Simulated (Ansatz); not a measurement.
# Calculations on WH$_{3}$OF$_{5}$

Part 1: Relaxation

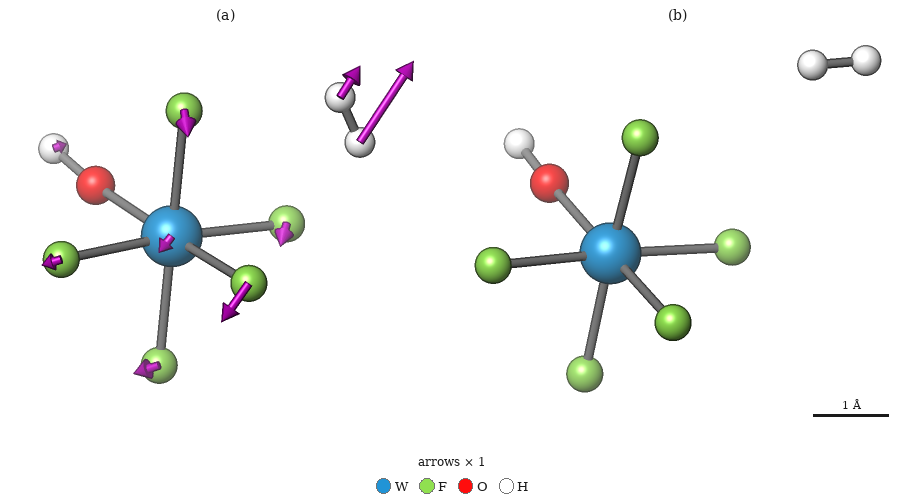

The structure of WH₃OF₅ before (left) and after (right) a relaxation, at one scale. The purple arrows give the displacements, at their true length.

The picture is a ball-and-stick view, seen at a tilt.

The run prepares an end point of a later path (reaction) calculation, from a guessed geometry.

The calculation used RKS B3LYP-D4/def2-SVP in Ansatz. Set-up: no spin polarisation; force threshold 0.03 eV/Å; at most 50 steps.

**What changed between the two?**

After 20 accepted moves (22 points after the start) the energy has fallen by 25.7 kJ/mol. The largest force component goes from 1.6 to 0.0079 eV/Å. The line search rejected the trial steps at points 5, 8 of the run. The forces were under the threshold at step 7, but the run went on from there. An H atom moves most after the best rigid fit: 1.33 Å. Largest moves by element: H 1.33 Å, F 0.65 Å, W 0.29 Å, O 0.06 Å. Among the contacts that change: H–W 2.936 → 4.368 Å, H–H 0.715 → 0.761 Å. Among the angles between lasting bonds that change: W–O–H 169.5° → 177.2°, F–W–F 93.4° → 90.3°. The run took 71 s on 4 threads of Arm Neoverse V1 (shared host), peak memory 0.36 GiB.

Part 2: Relaxation

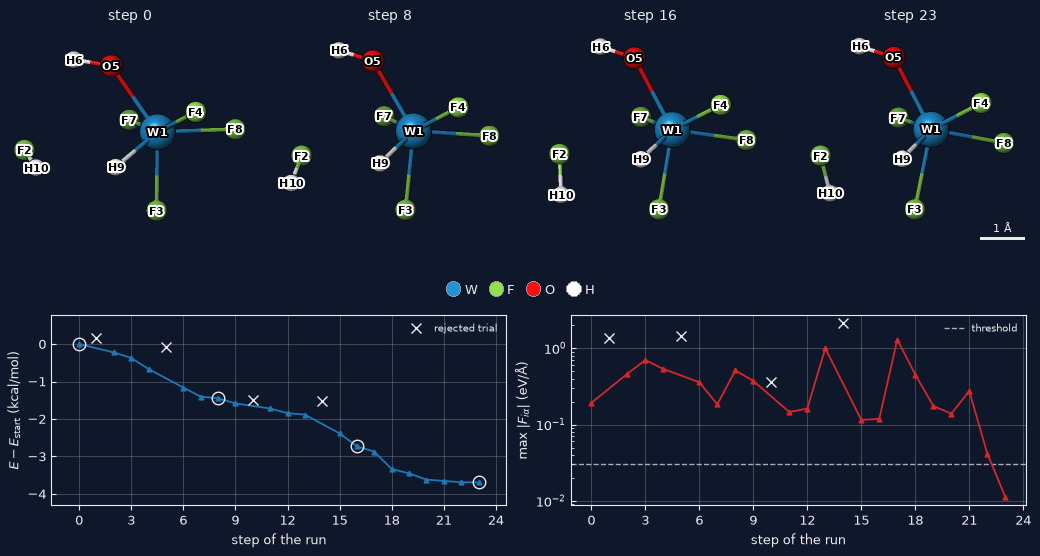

Frames of a relaxation of WH3OF5, marked on the history of the run. The picture is a ball-and-stick view, seen face on.

The run prepares an end point of a later path (reaction) calculation, from a guessed geometry.

Theory: RKS B3LYP-D4/def2-SVP in Ansatz 0.2.0.

Input file:
```yaml
crystal:
  periodic: [false, false, false]
  atoms:
    - { symbol: W, position_ang: [0.099191, 0.251322, -0.410586] }
    - { symbol: F, position_ang: [0.147987, -0.230792, 2.600818] }
    - { symbol: F, position_ang: [1.889738, -0.251754, -0.251608] }
    - { symbol: F, position_ang: [-0.289318, 1.947612, -1.093766] }
    - { symbol: O, position_ang: [-1.524554, 0.438476, 0.486204] }
    - { symbol: H, position_ang: [-1.758561, -0.124354, 1.243766] }
    - { symbol: F, position_ang: [-0.20072, -1.568036, -0.068681] }
    - { symbol: F, position_ang: [0.268586, -0.07989, -2.247177] }
    - { symbol: H, position_ang: [0.750843, 1.291329, 0.791482] }
    - { symbol: H, position_ang: [0.554107, 0.600386, 2.510448] }
basis:
  gaussian: { orbitals: def2-SVP }
hamiltonian:
  xc: b3lyp
  dispersion: d4
relax:
  f_tol: 0.03
  max_steps: 50
output:
  orbitals: {}
```

Command:
```bash
ansatz run input.yaml --threads 4 --pin off --max-ram 5120MiB --backend cpu --events-out ev --progress --plain --runs-dir out
```

What happens along the run?

Over 19 accepted moves (23 points after the start) the energy falls by 3.69 kcal/mol. The largest force component goes from 0.19 to 0.011 eV/Å. The line search rejected the trial steps at points 1, 5, 10, 14 of the run. H10 moves most after the best rigid fit: 1.18 Å. By element the largest moves are H 1.18 Å, F 0.54 Å, O 0.23 Å, W 0.21 Å. Near-neighbour distances that change, for instance: W1–F2 3.050 → 2.582 Å, W1–H10 2.977 → 2.741 Å, W1–F3 1.867 → 1.905 Å, W1–H9 1.718 → 1.693 Å. Among the angles between lasting bonds that change: F7–W1–H9 121.4° → 131.5°, F8–W1–H9 139.3° → 129.5°, F3–W1–F4 118.4° → 126.0°. The run took 77 s on 4 threads of Arm Neoverse V1, on a shared host, peak memory 0.36 GiB. From step 0 to 8: F and H atoms move most (0.43 Å), energy −1.45 kcal/mol. From step 8 to 16: H10 moves most (0.54 Å), energy −1.28 kcal/mol. From step 16 to 23: H10 moves most (0.35 Å), energy −0.96 kcal/mol.

```tsv
step	E − E(0), kcal/mol	largest force component, eV/Å	note
0	0.00	0.1919	
1	0.17	1.3501	rejected
2	-0.22	0.4625	
3	-0.37	0.6981	
4	-0.67	0.5334	
5	-0.07	1.4420	rejected
6	-1.16	0.3576	
7	-1.40	0.1836	
8	-1.45	0.5107	
9	-1.58	0.3725	
10	-1.49	0.3659	rejected
11	-1.72	0.1458	
12	-1.85	0.1618	
13	-1.88	0.9974	
14	-1.51	2.1080	rejected
15	-2.39	0.1150	
16	-2.73	0.1186	
17	-2.87	1.2980	
18	-3.33	0.4507	
19	-3.45	0.1755	
20	-3.62	0.1384	
21	-3.65	0.2742	
22	-3.69	0.0417	
23	-3.69	0.0113
```

Part 3: Path

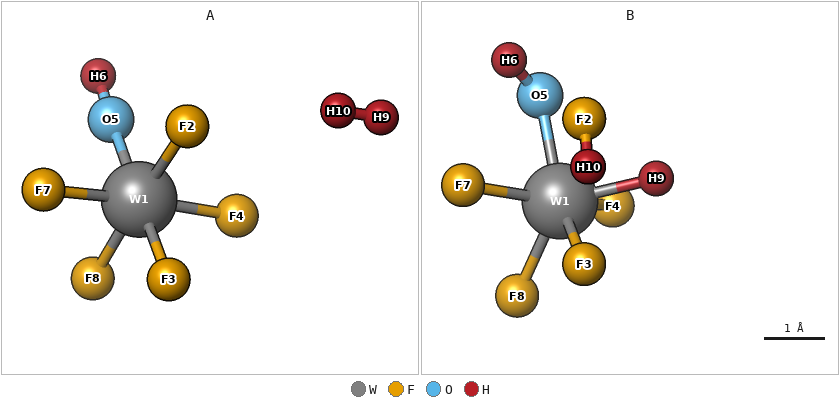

The two relaxed end points of a path for WH3OF5, made up at the start of WHOF5 and H₂. The picture is a ball-and-stick view, seen at a tilt.

Level of theory: RKS B3LYP-D4/def2-SVP in Ansatz.

Run with 7 movable images; climbing image; force threshold 0.03 eV/Å; iteration limit 60.

Start:
```xyz
10

W    -0.1428   -0.3303   -0.2367
F     0.5001   -0.2138    1.5093
F     1.6167   -0.5796   -0.7790
F     0.1241    1.4963   -0.4666
O    -1.8719   -0.0745    0.3210
H    -2.7625    0.0780    0.6534
F    -0.2787   -2.1776   -0.0583
F    -0.6517   -0.4771   -2.0198
H     1.8121    2.6400    2.3005
H     1.5919    1.9130    2.3372
```

End:
```xyz
10

W    -0.0442    0.3375   -0.2599
F     0.5167    0.0452    2.2429
F     1.7785   -0.0924    0.0887
F    -0.6587    1.7872   -1.2660
O    -1.6989    0.5373    0.5874
H    -1.9528   -0.0651    1.3056
F    -0.2785   -1.4630    0.2879
F     0.3091   -0.2733   -1.9890
H     0.5802    1.6842    0.5536
H     1.3859   -0.2232    2.0097
```

Question: Predict the minimum-energy path and its barrier.

Answer: The energy climbs by 41.2 kcal/mol to image 5 and then falls by 10.3 kcal/mol, so the end point sits at +30.9 kcal/mol. Breaking: H9–H10 (0.76 → 1.01 at the top → 2.53 Å), W1–F2 (1.86 → 2.21 at the top → 2.58 Å). Forming: F2–H10 (2.53 → 1.14 at the top → 0.94 Å), W1–H9 (4.37 → 1.88 at the top → 1.69 Å). The band converged in 37 iterations. The largest component of the band force went from 5.4 to 0.03 eV/Å. The climbing image converged on the top of the path. Its vibrational analysis gives one imaginary mode (700i cm⁻¹), as a transition state must have.

Energies of the converged images:

| image | path (Å) | E (kcal/mol) |
| --- | --- | --- |
| 0 | 0.00 | 0.0 |
| 1 | 0.82 | 0.0 |
| 2 | 1.64 | 1.1 |
| 3 | 2.46 | 6.9 |
| 4 | 3.29 | 19.9 |
| 5 | 4.11 | 41.2 |
| 6 | 4.91 | 36.0 |
| 7 | 5.71 | 32.8 |
| 8 | 6.52 | 30.9 |

The geometry at the top of the path:

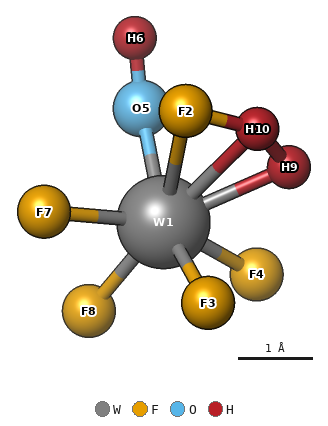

Limits of the set-up: the start holds two separate molecules, 2.5 Å apart at their closest, whose relative position is a soft coordinate.

The run took 13 min on 4 threads of Arm Neoverse V1, with other jobs on the host, peak memory 0.36 GiB.
